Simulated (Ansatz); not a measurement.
# CH5FS2Si: small, medium and large basis sets

How large a basis does CH5FS2Si need? Two functionals are run in growing sets.

The runs use Ansatz 0.2.0, Gaussian basis; one geometry, several basis sets.

Levels to be run: PBE0-D4/def2-SVP; ωB97M-V/def2-SVP; PBE0-D4/def2-QZVPP; ωB97M-V/def2-QZVPP; the functionals' def2-TZVPP values are taken from earlier runs.

## Step 1: The relaxed structure

All runs share one geometry, relaxed beforehand with PBE0-D4 in a triple-zeta def2 set.

SMILES `CS[SiH](F)S`, 10 atoms, charge 0, spin multiplicity 1.

Atoms are counted from 1 here; the program's logs count them from 0.

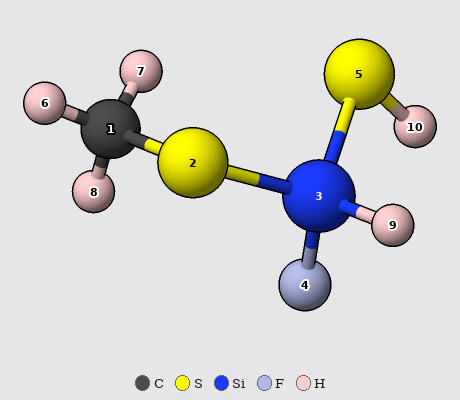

The geometry (carbon dark grey, sulfur yellow, silicon blue, fluorine light blue, hydrogen pink); atoms are numbered from 1 in the order of the file.

## Step 2: PBE0-D4 in def2-SVP

Input file in.yaml:

```yaml
crystal:
  periodic: [false, false, false]
  atoms:
    - {symbol: C, position_ang: [-1.286961, -0.048124, 1.245614]}
    - {symbol: S, position_ang: [0.096725, 1.126704, 1.122541]}
    - {symbol: Si, position_ang: [1.196328, 0.300737, -0.464701]}
    - {symbol: F, position_ang: [1.746096, -1.167567, -0.148398]}
    - {symbol: S, position_ang: [-0.059898, 0.137915, -2.170943]}
    - {symbol: H, position_ang: [-1.970766, 0.364139, 1.986355]}
    - {symbol: H, position_ang: [-1.803426, -0.145442, 0.292412]}
    - {symbol: H, position_ang: [-0.934977, -1.021309, 1.583056]}
    - {symbol: H, position_ang: [2.371934, 1.171370, -0.668340]}
    - {symbol: H, position_ang: [0.728143, -0.769723, -2.774496]}
basis:
  gaussian: {orbitals: def2-SVP}
hamiltonian: {xc: pbe0, dispersion: d4}
output: {orbitals: {seedname: orbitals}}
```

The run is started by

```
> ansatz run in.yaml --threads 4 --pin off --events-out ev --progress --plain --max-ram 10444MiB
```

The runs that follow: ωB97M-V in def2-SVP; PBE0-D4 in def2-QZVPP; ωB97M-V in def2-QZVPP.

**Question.** What will the summary of the whole plan be? Wanted: PBE0-D4: double and triple zeta above quadruple; ωB97M-V: double and triple zeta above quadruple.

**Answer**, as computed:

| quantity | value |
| --- | --- |
| PBE0-D4: double and triple zeta above quadruple | 16.37, 1.15 eV |
| ωB97M-V: double and triple zeta above quadruple | 16.41, 1.09 eV |

What this shows: PBE0-D4 gains 15.23 eV from double to triple zeta, then 1.15 eV more. Total energies overstate the basis error of differences, where much of it tends to cancel. The LUMO of ωB97M-V is positive and keeps falling with the basis (2.38 to 1.25 eV): an unbound level that the basis holds in place.
